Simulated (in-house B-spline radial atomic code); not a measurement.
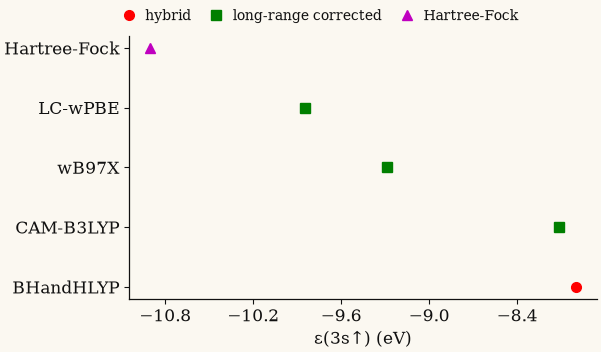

The Si⁻ ion in the configuration [Ne] 3s2 3p3 (high spin). All runs are non-relativistic, spin-polarised and spherical, computed with an in-house B-spline radial code. Hartree-Fock is the average over the configuration. The plot shows the eigenvalue (eV) of the 3s up orbital by 5 methods.

Q: Rank the methods.

A: The deepest is Hartree-Fock (−10.9) and the shallowest BHandHLYP (−8.00), a spread of 2.90 eV. In order (eV): Hartree-Fock (−10.9), LC-wPBE (−9.85), wB97X (−9.29), CAM-B3LYP (−8.12), BHandHLYP (−8.00).
